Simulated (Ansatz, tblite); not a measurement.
**Ge(OMe)H3 (CH₆GeO): charged states by level of theory**

What does removing or adding an electron cost or gain for Ge(OMe)H3 (CH₆GeO)? Each charged state is run at several levels.

Program: Ansatz 0.2.0, Gaussian basis. Level of theory: as each input shows. These are calculated values, not measurements.

Plan: charge +1 doublet, at the geometry of the singlet (PBE0-D4/def2-TZVP, PBE-D4/def2-TZVP, r2SCAN-D4/def2-TZVP); charge -1 doublet, at the geometry of the singlet (PBE0-D4/def2-TZVPD, PBE-D4/def2-TZVPD, r2SCAN-D4/def2-TZVPD); the starting singlet's energies come from earlier runs.

## Step 1: The geometry

The singlet was relaxed beforehand with PBE-D4/def2-TZVP.

9 atoms, charge 0, spin multiplicity 1.

Atoms are counted from 1 here; the program's logs count them from 0.

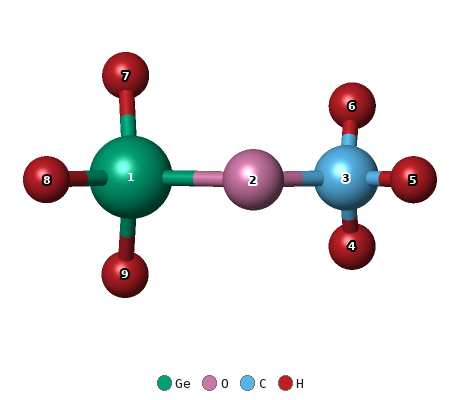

The geometry (germanium teal, oxygen pink, carbon blue, hydrogen red); atoms are numbered from 1 in the order of the file.

## Step 2: Charge +1 doublet at the fixed geometry, first pass, PBE0-D4/def2-SVP

Input file in.yaml:

```yaml
crystal:
  periodic: [false, false, false]
  atoms:
    - {symbol: Ge, position_ang: [-0.381083, 0.612565, -1.167426]}
    - {symbol: O, position_ang: [-0.341736, 0.558251, 0.635031]}
    - {symbol: C, position_ang: [0.339314, -0.544516, 1.222116]}
    - {symbol: H, position_ang: [-0.117243, -1.514155, 0.946983]}
    - {symbol: H, position_ang: [0.274468, -0.433219, 2.314724]}
    - {symbol: H, position_ang: [1.409306, -0.574003, 0.941787]}
    - {symbol: H, position_ang: [1.075916, 0.662092, -1.703300]}
    - {symbol: H, position_ang: [-1.168052, 1.896694, -1.493566]}
    - {symbol: H, position_ang: [-1.090888, -0.663709, -1.696338]}
basis:
  gaussian: {orbitals: def2-SVP}
total_charge: 1
magnetization: {spin_polarized: true, initial_magnetization: 1}
hamiltonian: {xc: pbe0, dispersion: d4}
output: {orbitals: {seedname: orbitals}}
```

Run with:

```
$ ansatz run in.yaml --threads 4 --pin off --events-out ev --progress --plain --max-ram 3916MiB
```

The program printed:

```text
Functional definition: PBE0
  name "PBE0"
  cite "Adamo & Barone, J. Chem. Phys. 110, 6158 (1999) doi:10.1063/1.478522"
  cite "Perdew, Burke & Ernzerhof, Phys. Rev. Lett. 77, 3865 (1996) doi:10.1103/PhysRevLett.77.3865"
  parent pbe
  parameter a = 0.25
  parameter kappa = 0.804
  parameter beta = 0.06672455060314922
  exchange = (1 - a)*pbe_x(kappa = kappa, mu = beta*pi^2/3) + a*exact_x
  correlation = pbe_c(beta = beta)
898 factors; integrals over basis functions are off by at most 1.6e-3 eV
mean field evaluation 1: about -59654.3908 eV, gradient 5.5e1 eV
mean field evaluation 2: about -59512.2397 eV, gradient 1.5e2 eV
mean field evaluation 4: about -59667.9596 eV, gradient 2.0e1 eV
mean field evaluation 8: about -59669.5744 eV, gradient 5.4e-1 eV
mean field evaluation 16: about -59669.7103 eV, gradient 1.9e-3 eV
mean field -59669.71034283 eV, -2192.8214095166 hartree, gradient 5.2e-5 eV, S^2 0.756425; 2 other end points of the search recorded, 0 dependent functions left out
reference -59669.71036733 eV, -2192.8214104172 hartree; 26, 25 occupied and 64, 65 virtual orbitals, 898 factors
Total energy: -59669.79937105 eV, -2192.8246812434 hartree
```

Wall time 2 s (4 threads of Arm Neoverse V1, shared host).

HOMO -15.22 eV, LUMO -12.19 eV (over both spins); ⟨S²⟩ 0.756 (pure: 0.75).

## Step 3: Charge +1 doublet at the fixed geometry, PBE0-D4/def2-TZVP

start.molden holds the orbitals of an earlier run on this state, given as this run's starting guess.

Changes to in.yaml since step 2:

```diff
@@ -13,3 +13,3 @@
 basis:
-  gaussian: {orbitals: def2-SVP}
+  gaussian: {orbitals: def2-TZVP, initial_orbitals: start.molden}
 total_charge: 1
@@ -17,2 +17,3 @@
 hamiltonian: {xc: pbe0, dispersion: d4}
+scf: {omitted_lower_state_checks: [starts]}
 output: {orbitals: {seedname: orbitals}}
```

Launched as before.

The program printed:

```text
Functional definition: PBE0
  name "PBE0"
  cite "Adamo & Barone, J. Chem. Phys. 110, 6158 (1999) doi:10.1063/1.478522"
  cite "Perdew, Burke & Ernzerhof, Phys. Rev. Lett. 77, 3865 (1996) doi:10.1103/PhysRevLett.77.3865"
  parent pbe
  parameter a = 0.25
  parameter kappa = 0.804
  parameter beta = 0.06672455060314922
  exchange = (1 - a)*pbe_x(kappa = kappa, mu = beta*pi^2/3) + a*exact_x
  correlation = pbe_c(beta = beta)
these checks for a lower state are left out or cut short: starts
996 factors; their error is unknown
mean field evaluation 1: about -59678.2897 eV, gradient 1.0e2 eV
mean field evaluation 2: about -59680.2401 eV, gradient 2.4e0 eV
mean field evaluation 4: about -59680.5327 eV, gradient 2.1e-1 eV
mean field evaluation 8: about -59680.5329 eV, gradient 2.0e-5 eV
mean field -59680.53286294 eV, -2193.2191297949 hartree, gradient 2.0e-5 eV, S^2 0.756855; 0 other end points of the search recorded, 0 dependent functions left out
reference -59680.53289150 eV, -2193.2191308444 hartree; 26, 25 occupied and 120, 121 virtual orbitals, 996 factors
Total energy: -59680.62189521 eV, -2193.2224016706 hartree
Checks for a lower state left out: starts
```

Run time: 2.7 s. Hardware: 4 threads of Arm Neoverse V1, shared host.

From the report: HOMO -15.19 eV, LUMO -12.12 eV (over both spins); ⟨S²⟩ 0.757 (pure: 0.75).

## Step 4: Charge +1 doublet at the fixed geometry, PBE-D4/def2-TZVP

Changes to in.yaml since step 3:

```diff
@@ -16,3 +16,3 @@
 magnetization: {spin_polarized: true, initial_magnetization: 1}
-hamiltonian: {xc: pbe0, dispersion: d4}
+hamiltonian: {xc: pbe, dispersion: d4}
 scf: {omitted_lower_state_checks: [starts]}
```

The command is unchanged.

The program printed:

```text
Functional definition: PBE
  name "PBE"
  cite "Perdew, Burke & Ernzerhof, Phys. Rev. Lett. 77, 3865 (1996) doi:10.1103/PhysRevLett.77.3865"
  parent pbe
  parameter kappa = 0.804
  parameter beta = 0.06672455060314922
  exchange = pbe_x(kappa = kappa, mu = beta*pi^2/3)
  correlation = pbe_c(beta = beta)
these checks for a lower state are left out or cut short: starts
953 factors; their error is unknown
mean field evaluation 1: about -59678.8737 eV, gradient 7.4e0 eV
mean field evaluation 2: about -59679.0374 eV, gradient 3.3e-1 eV
mean field evaluation 4: about -59679.0183 eV, gradient 2.2e-1 eV
mean field evaluation 8: about -59679.0184 eV, gradient 1.2e-5 eV
mean field -59679.01838903 eV, -2193.1634739051 hartree, gradient 1.2e-5 eV, S^2 0.753364; 0 other end points of the search recorded, 0 dependent functions left out
reference -59679.01842700 eV, -2193.1634753007 hartree; 26, 25 occupied and 120, 121 virtual orbitals, 953 factors
Total energy: -59679.12502094 eV, -2193.1673925557 hartree
Checks for a lower state left out: starts
```

Wall time 2 s (4 threads of Arm Neoverse V1, shared host).

HOMO -13.94 eV, LUMO -13.12 eV (over both spins); ⟨S²⟩ 0.753 (pure: 0.75).

## Step 5: Charge +1 doublet at the fixed geometry, r2SCAN-D4/def2-TZVP

Changes to in.yaml since step 4:

```diff
@@ -16,3 +16,3 @@
 magnetization: {spin_polarized: true, initial_magnetization: 1}
-hamiltonian: {xc: pbe, dispersion: d4}
+hamiltonian: {xc: r2scan, dispersion: d4}
 scf: {omitted_lower_state_checks: [starts]}
```

Launched as before.

The program printed:

```text
Functional definition: r2SCAN
  name "r2SCAN"
  cite "Furness, Kaplan, Ning, Perdew & Sun, J. Phys. Chem. Lett. 11, 8208 (2020) doi:10.1021/acs.jpclett.0c02405"
  cite "Furness, Kaplan, Ning, Perdew & Sun, J. Phys. Chem. Lett. 11, 9248 (2020) doi:10.1021/acs.jpclett.0c03077"
  parent r2scan
  parameter k0 = 0.174
  parameter k1 = 0.065
  parameter a1 = 4.9479
  exchange = r2scan_x(k0 = k0, k1 = k1, a1 = a1)
  correlation = r2scan_c
these checks for a lower state are left out or cut short: starts
953 factors; their error is unknown
mean field evaluation 1: about -59689.4125 eV, gradient 4.7e0 eV
mean field evaluation 2: about -59689.4571 eV, gradient 1.1e-1 eV
mean field evaluation 4: about -59689.4381 eV, gradient 2.9e-3 eV
mean field -59689.43811863 eV, -2193.5463919053 hartree, gradient 3.6e-5 eV, S^2 0.757375; 0 other end points of the search recorded, 0 dependent functions left out
reference -59689.43813149 eV, -2193.5463923780 hartree; 26, 25 occupied and 120, 121 virtual orbitals, 953 factors
Total energy: -59689.46325748 eV, -2193.5473157410 hartree
Checks for a lower state left out: starts
```

It took 4.4 s on 4 threads of Arm Neoverse V1, shared host.

HOMO -14.25 eV, LUMO -12.96 eV (over both spins); ⟨S²⟩ 0.757 (pure: 0.75).

## Step 6: Vertical ionisation energy

Charged state less starting state, singlet to doublet; the starting state's energies are those of its earlier runs.

```csv
level,vertical ionisation energy (eV),time
PBE-D4/def2-TZVP,+9.74,3.3 s
r2SCAN-D4/def2-TZVP,+9.82,6.6 s
PBE0-D4/def2-TZVP,+9.96,4.7 s
```

Times add the two runs; a level without a time comes out of a correlated run.

Beside −ε(HOMO) of the starting state:

```csv
level,−ε(HOMO) (eV),by difference (eV),mismatch (eV)
PBE-D4/def2-TZVP,6.19,9.74,-3.55
r2SCAN-D4/def2-TZVP,6.52,9.82,-3.30
PBE0-D4/def2-TZVP,7.75,9.96,-2.21
```

## Step 7: Charge -1 doublet at the fixed geometry, first pass, PBE0-D4/def2-SVP

Changes to in.yaml since step 5:

```diff
@@ -13,7 +13,6 @@
 basis:
-  gaussian: {orbitals: def2-TZVP, initial_orbitals: start.molden}
-total_charge: 1
+  gaussian: {orbitals: def2-SVP}
+total_charge: -1
 magnetization: {spin_polarized: true, initial_magnetization: 1}
-hamiltonian: {xc: r2scan, dispersion: d4}
-scf: {omitted_lower_state_checks: [starts]}
+hamiltonian: {xc: pbe0, dispersion: d4}
 output: {orbitals: {seedname: orbitals}}
```

Launched as before.

The program printed:

```text
Functional definition: PBE0
  name "PBE0"
  cite "Adamo & Barone, J. Chem. Phys. 110, 6158 (1999) doi:10.1063/1.478522"
  cite "Perdew, Burke & Ernzerhof, Phys. Rev. Lett. 77, 3865 (1996) doi:10.1103/PhysRevLett.77.3865"
  parent pbe
  parameter a = 0.25
  parameter kappa = 0.804
  parameter beta = 0.06672455060314922
  exchange = (1 - a)*pbe_x(kappa = kappa, mu = beta*pi^2/3) + a*exact_x
  correlation = pbe_c(beta = beta)
898 factors; integrals over basis functions are off by at most 1.6e-3 eV
mean field evaluation 1: about -59676.1341 eV, gradient 1.6e1 eV
mean field evaluation 2: about -59676.4605 eV, gradient 1.6e1 eV
mean field evaluation 4: about -59677.1869 eV, gradient 1.4e0 eV
mean field evaluation 8: about -59677.3333 eV, gradient 1.3e-1 eV
mean field evaluation 16: about -59677.3335 eV, gradient 1.3e-3 eV
mean field -59677.33352440 eV, -2193.1015562721 hartree, gradient 4.9e-5 eV, S^2 0.752438; 2 other end points of the search recorded, 0 dependent functions left out
reference -59677.33355339 eV, -2193.1015573377 hartree; 27, 26 occupied and 63, 64 virtual orbitals, 898 factors
Total energy: -59677.47759139 eV, -2193.1068506364 hartree
```

Run time: 2.2 s. Hardware: 4 threads of Arm Neoverse V1, shared host.

From the report: HOMO 4.12 eV, LUMO 6.30 eV (over both spins); ⟨S²⟩ 0.752 (pure: 0.75). Doubts: highest occupied level lies above zero.

## Step 8: Charge -1 doublet at the fixed geometry, PBE0-D4/def2-TZVPD

Changes to in.yaml since step 7:

```diff
@@ -13,3 +13,3 @@
 basis:
-  gaussian: {orbitals: def2-SVP}
+  gaussian: {orbitals: def2-TZVPD, initial_orbitals: start.molden}
 total_charge: -1
@@ -17,2 +17,3 @@
 hamiltonian: {xc: pbe0, dispersion: d4}
+scf: {omitted_lower_state_checks: [starts]}
 output: {orbitals: {seedname: orbitals}}
```

Launched as before.

The program printed, shortened:

```text
Functional definition: PBE0
  name "PBE0"
  cite "Adamo & Barone, J. Chem. Phys. 110, 6158 (1999) doi:10.1063/1.478522"
  cite "Perdew, Burke & Ernzerhof, Phys. Rev. Lett. 77, 3865 (1996) doi:10.1103/PhysRevLett.77.3865"
  parent pbe
[...]
1090 factors; their error is unknown
[...]
mean field -59689.30772672 eV, -2193.5416000910 hartree, gradient 5.6e-6 eV, S^2 0.750697; 0 other end points of the search recorded, 0 dependent functions left out
reference -59689.30776230 eV, -2193.5416013985 hartree; 27, 26 occupied and 158, 159 virtual orbitals, 1090 factors
Total energy: -59689.45180029 eV, -2193.5468946971 hartree
Checks for a lower state left out: starts
```

It took 13 s on 4 threads of Arm Neoverse V1, shared host; peak memory 0.59 GiB.

HOMO 2.30 eV, LUMO 3.54 eV (over both spins); ⟨S²⟩ 0.751 (pure: 0.75). Doubts: highest occupied level lies above zero.

## Step 9: Charge -1 doublet at the fixed geometry, PBE-D4/def2-TZVPD

Changes to in.yaml since step 8:

```diff
@@ -16,3 +16,3 @@
 magnetization: {spin_polarized: true, initial_magnetization: 1}
-hamiltonian: {xc: pbe0, dispersion: d4}
+hamiltonian: {xc: pbe, dispersion: d4}
 scf: {omitted_lower_state_checks: [starts]}
```

Launched as before.

The program printed:

```text
Functional definition: PBE
  name "PBE"
  cite "Perdew, Burke & Ernzerhof, Phys. Rev. Lett. 77, 3865 (1996) doi:10.1103/PhysRevLett.77.3865"
  parent pbe
  parameter kappa = 0.804
  parameter beta = 0.06672455060314922
  exchange = pbe_x(kappa = kappa, mu = beta*pi^2/3)
  correlation = pbe_c(beta = beta)
these checks for a lower state are left out or cut short: starts
1037 factors; their error is unknown
mean field evaluation 1: about -59687.6407 eV, gradient 7.4e0 eV
mean field evaluation 2: about -59687.7528 eV, gradient 1.3e-1 eV
mean field evaluation 4: about -59687.7276 eV, gradient 2.4e-3 eV
mean field evaluation 8: about -59687.7276 eV, gradient 1.5e-5 eV
mean field evaluation 16: about -59687.7276 eV, gradient 1.8e-5 eV
mean field -59687.72762287 eV, -2193.4835323455 hartree, gradient 5.3e-6 eV, S^2 0.750506; 0 other end points of the search recorded, 0 dependent functions left out
reference -59687.72767052 eV, -2193.4835340966 hartree; 27, 26 occupied and 158, 159 virtual orbitals, 1037 factors
Total energy: -59687.89980943 eV, -2193.4898600850 hartree
Checks for a lower state left out: starts
```

Run time: 8.5 s. Hardware: 4 threads of Arm Neoverse V1, shared host.

From the report: HOMO 2.59 eV, LUMO 2.90 eV (over both spins); ⟨S²⟩ 0.751 (pure: 0.75). Doubts: highest occupied level lies above zero.

## Step 10: Charge -1 doublet at the fixed geometry, r2SCAN-D4/def2-TZVPD

Changes to in.yaml since step 9:

```diff
@@ -16,3 +16,3 @@
 magnetization: {spin_polarized: true, initial_magnetization: 1}
-hamiltonian: {xc: pbe, dispersion: d4}
+hamiltonian: {xc: r2scan, dispersion: d4}
 scf: {omitted_lower_state_checks: [starts]}
```

The command is unchanged.

The program printed, shortened:

```text
Functional definition: r2SCAN
  name "r2SCAN"
  cite "Furness, Kaplan, Ning, Perdew & Sun, J. Phys. Chem. Lett. 11, 8208 (2020) doi:10.1021/acs.jpclett.0c02405"
  cite "Furness, Kaplan, Ning, Perdew & Sun, J. Phys. Chem. Lett. 11, 9248 (2020) doi:10.1021/acs.jpclett.0c03077"
  parent r2scan
[...]
1037 factors; their error is unknown
[...]
mean field -59698.10795031 eV, -2193.8650023428 hartree, gradient 7.2e-6 eV, S^2 0.752132; 0 other end points of the search recorded, 0 dependent functions left out
reference -59698.10797259 eV, -2193.8650031618 hartree; 27, 26 occupied and 158, 159 virtual orbitals, 1037 factors
Total energy: -59698.15030118 eV, -2193.8665587086 hartree
Checks for a lower state left out: starts
```

Run time: 19 s. Hardware: 4 threads of Arm Neoverse V1, shared host.

From the report: HOMO 2.60 eV, LUMO 3.29 eV (over both spins); ⟨S²⟩ 0.752 (pure: 0.75). Doubts: highest occupied level lies above zero.

## Step 11: Vertical electron affinity

Starting state less charged state (positive: the electron is bound), singlet to doublet; the starting state's energies are those of its earlier runs.

```
               level  vertical electron affinity (eV)  time
   PBE-D4/def2-TZVPD                            -1.01  10 s
r2SCAN-D4/def2-TZVPD                            -1.18  22 s
  PBE0-D4/def2-TZVPD                            -1.17  15 s
```

Times add the two runs; a level without a time comes out of a correlated run.

Beside −ε(LUMO) of the starting state:

```csv
level,−ε(LUMO) (eV),by difference (eV),mismatch (eV)
PBE-D4/def2-TZVPD,0.88,-1.01,+1.90
r2SCAN-D4/def2-TZVPD,0.44,-1.18,+1.61
PBE0-D4/def2-TZVPD,0.08,-1.17,+1.25
```

## Step 12: What came out

| quantity | value |
| --- | --- |
| vertical ionisation energy, functionals in def2-TZVP | 9.74 (PBE-D4) to 9.96 eV (PBE0-D4) |
| vertical electron affinity, functionals in def2-TZVPD | -1.18 (r2SCAN-D4) to -1.01 eV (PBE-D4) |

What this shows: The vertical ionisation energy spans 9.74 to 9.96 eV over the functionals. −ε(HOMO) misses the level's own difference by -2.21 eV at best (PBE0-D4) and -3.55 eV at worst (PBE-D4). The vertical electron affinity spans -1.18 to -1.01 eV over the functionals. A negative affinity means an unbound electron, held by the basis alone. −ε(LUMO) misses the level's own difference by +1.25 eV at best (PBE0-D4) and +1.90 eV at worst (PBE-D4).
